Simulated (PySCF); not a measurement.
# Run report: CB, geometry relaxation

- system: CB, multiplicity 4
- method: UKS-bp86/6-31g*, optimize (PySCF 2.14.0)

Figures and captions count atoms from 1; the log counts them from 0 in places.

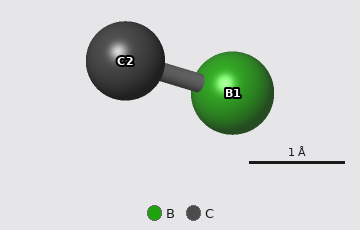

Fig. 1: The input geometry (ball-and-stick view, seen at a tilt; atoms are numbered from 1 in the order of the input). Bond lengths as drawn: B–C 1.37 Å.

Key numbers:

- outcome: converged
- SCF energy at the first geometry: −62.642899 hartree
- ⟨S²⟩: 3.752
- hardware: 1 CPU thread, shared host
- wall time: 10 s

The input:
```python
from pyscf import gto, dft
from pyscf.geomopt.geometric_solver import optimize

mol = gto.M(
    atom='B 0 0 0; C 0 0 1.373',
    basis='6-31g*',
    charge=0,
    spin=3,
    verbose=3,
)
mf = dft.UKS(mol, xc='bp86')
mf = mf.density_fit(auxbasis='def2-universal-jkfit')
mf.kernel()
g = mf.nuc_grad_method()
g.grid_response = True
mol_eq = optimize(g.as_scanner(), maxsteps=30)
print('optimised geometry (angstrom)')
print(mol_eq.tostring('raw'))
print('orbital energies (hartree):', [e[max(0, n-3):n+3].round(4) for e, n in zip(mf.mo_energy, mol.nelec)])
```

Run as:
```bash
OMP_NUM_THREADS=1 python input.py
```

What the program printed:
```
WARN: HOMO -0.215354648190163 >= LUMO -0.262369074061846

converged SCF energy = -62.6428993474757  <S^2> = 3.7517621  2S+1 = 4.000881
input.py

Current date and time:

#|     Arguments passed to driver run_optimizer():      |#
customengine              <pyscf.geomopt.geometric_solver.PySCFEngine object>
logIni                    [file]
maxiter                   30
----------------------------------------------------------
Custom engine selected.
Bonds will be generated from interatomic distances less than 1.20 times sum of covalent radii
6 internal coordinates being used (instead of 6 Cartesians)
Internal coordinate system (atoms numbered from 1):
Distance 1-2
Translation-X 1-2
Translation-Y 1-2
Translation-Z 1-2
Rotation-A 1-2
Rotation-B 1-2
Rotation-C 1-2
<class 'geometric.internal.Distance'> : 1
<class 'geometric.internal.TranslationX'> : 1
<class 'geometric.internal.TranslationY'> : 1
<class 'geometric.internal.TranslationZ'> : 1
<class 'geometric.internal.RotationA'> : 1
<class 'geometric.internal.RotationB'> : 1
<class 'geometric.internal.RotationC'> : 1
> ===== Optimization Info: ====
> Job type: Energy minimization
> Maximum number of optimization cycles: 30
> Initial / maximum trust radius (Angstrom): 0.100 / 0.300
> Convergence Criteria:
> Will converge when all 5 criteria are reached:
>  |Delta-E| < 1.00e-06
>  RMS-Grad  < 3.00e-04
>  Max-Grad  < 4.50e-04
>  RMS-Disp  < 1.20e-03
>  Max-Disp  < 1.80e-03
> === End Optimization Info ===

Geometry optimization cycle 1
Cartesian coordinates (Angstrom)
 Atom        New coordinates             dX        dY        dZ
   B   0.000000   0.000000   0.000000    0.000000  0.000000  0.000000
   C   0.000000   0.000000   1.373000    0.000000  0.000000  0.000000

WARN: Mole.unit (angstrom) is changed to Bohr

converged SCF energy = -62.6428993475602  <S^2> = 3.7517621  2S+1 = 4.000881
--------------- DFUKS_Scanner gradients ---------------
         x                y                z
0 B    -0.0000000000    -0.0000000000     0.1107251727
1 C     0.0000000000     0.0000000000    -0.1107251727
----------------------------------------------
cycle 1: E = -62.6428993476  dE = -62.6429  norm(grad) = 0.156589
Step    0 : Gradient = 1.107e-01/1.107e-01 (rms/max) Energy = -62.6428993476
Hessian Eigenvalues: 5.00000e-02 5.00000e-02 5.00000e-02 ... 5.00000e-02 5.00000e-02 5.04044e-01

Geometry optimization cycle 2
Cartesian coordinates (Angstrom)
 Atom        New coordinates             dX        dY        dZ
   B   0.000000   0.000000  -0.058123    0.000000  0.000000 -0.058123
   C  -0.000000  -0.000000   1.431123   -0.000000 -0.000000  0.058123
converged SCF energy = -62.6552192210598  <S^2> = 3.7517007  2S+1 = 4.0008503
--------------- DFUKS_Scanner gradients ---------------
         x                y                z
0 B    -0.0000000000    -0.0000000000     0.0115127374
1 C     0.0000000000     0.0000000000    -0.0115127374
----------------------------------------------
cycle 2: E = -62.6552192211  dE = -0.0123199  norm(grad) = 0.0162815
Step    1 : Displace = 5.812e-02/5.812e-02 (rms/max) Trust = 1.000e-01 (=) Grad = 1.151e-02/1.151e-02 (rms/max) E (change) = -62.6552192211 (-1.232e-02) Quality = 1.013
Hessian Eigenvalues: 5.00000e-02 5.00000e-02 5.00000e-02 ... 5.00000e-02 5.00000e-02 4.51636e-01

Geometry optimization cycle 3
Cartesian coordinates (Angstrom)
 Atom        New coordinates             dX        dY        dZ
   B   0.000000   0.000000  -0.064868    0.000000  0.000000 -0.006745
   C  -0.000000  -0.000000   1.437868   -0.000000 -0.000000  0.006745
converged SCF energy = -62.6554098517755  <S^2> = 3.7516995  2S+1 = 4.0008497
--------------- DFUKS_Scanner gradients ---------------
         x                y                z
0 B    -0.0000000000     0.0000000000     0.0035394136
1 C     0.0000000000    -0.0000000000    -0.0035394136
----------------------------------------------
cycle 3: E = -62.6554098518  dE = -0.000190631  norm(grad) = 0.00500549
Step    2 : Displace = 6.745e-03/6.745e-03 (rms/max) Trust = 1.414e-01 (+) Grad = 3.539e-03/3.539e-03 (rms/max) E (change) = -62.6554098518 (-1.906e-04) Quality = 1.299
Hessian Eigenvalues: 5.00000e-02 5.00000e-02 5.00000e-02 ... 5.00000e-02 5.00000e-02 3.12787e-01

Geometry optimization cycle 4
Cartesian coordinates (Angstrom)
 Atom        New coordinates             dX        dY        dZ
   B   0.000000   0.000000  -0.067862    0.000000 -0.000000 -0.002994
   C  -0.000000  -0.000000   1.440862   -0.000000  0.000000  0.002994
converged SCF energy = -62.6554309534994  <S^2> = 3.7516994  2S+1 = 4.0008496
--------------- DFUKS_Scanner gradients ---------------
         x                y                z
0 B     0.0000000000    -0.0000000000     0.0001913350
1 C    -0.0000000000     0.0000000000    -0.0001913350
----------------------------------------------
cycle 4: E = -62.6554309535  dE = -2.11017e-05  norm(grad) = 0.000270589
Step    3 : Displace = 2.994e-03/2.994e-03 (rms/max) Trust = 2.000e-01 (+) Grad = 1.913e-04/1.913e-04 (rms/max) E (change) = -62.6554309535 (-2.110e-05) Quality = 1.054
Hessian Eigenvalues: 5.00000e-02 5.00000e-02 5.00000e-02 ... 5.00000e-02 5.00000e-02 2.95879e-01

Geometry optimization cycle 5
Cartesian coordinates (Angstrom)
 Atom        New coordinates             dX        dY        dZ
   B   0.000000   0.000000  -0.068033   -0.000000  0.000000 -0.000171
   C  -0.000000  -0.000000   1.441033    0.000000 -0.000000  0.000171
converged SCF energy = -62.6554310164193  <S^2> = 3.7516994  2S+1 = 4.0008496
--------------- DFUKS_Scanner gradients ---------------
         x                y                z
0 B    -0.0000000000    -0.0000000000     0.0000032331
1 C     0.0000000000     0.0000000000    -0.0000032331
----------------------------------------------
cycle 5: E = -62.6554310164  dE = -6.29199e-08  norm(grad) = 4.57234e-06
```

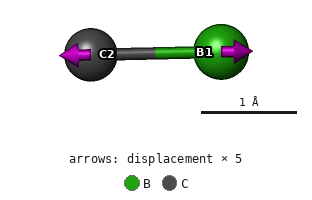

Fig. 2: The starting structure with the displacements as pink arrows, magnified 5 times (ball-and-stick view, seen at a tilt). The two geometries are laid on each other by the best rigid fit. The largest moves after the best rigid fit, 0.068 Å, are those of B1 and C2. Largest moves by element: B 0.068 Å, C 0.068 Å. Among the contacts that change: B1–C2 1.373 → 1.509 Å. (Atoms are counted from 1 in the order of the input.)

```
Step    4 : Displace = 1.711e-04/1.711e-04 (rms/max) Trust = 2.828e-01 (+) Grad = 3.233e-06/3.233e-06 (rms/max) E (change) = -62.6554310164 (-6.292e-08) Quality = 1.017
Hessian Eigenvalues: 5.00000e-02 5.00000e-02 5.00000e-02 ... 5.00000e-02 5.00000e-02 2.95879e-01
Converged! =D

    #| If this code has benefited your research, please support us by citing: |#
    #| Wang, L.-P.; Song, C.C. (2016) "Geometry optimization made simple with |#
    #| translation and rotation coordinates", J. Chem, Phys. 144, 214108.     |#
    #|                                     |#
optimised geometry (angstrom)
B           0.00000000        0.00000000       -0.06803290
C          -0.00000000       -0.00000000        1.44103290
orbital energies (hartree): [array([-0.2825, -0.2825, -0.2348, -0.0441, -0.0441,  0.1738]), array([-6.5762, -0.5723, -0.2418, -0.1989, -0.1989, -0.1565])]
```
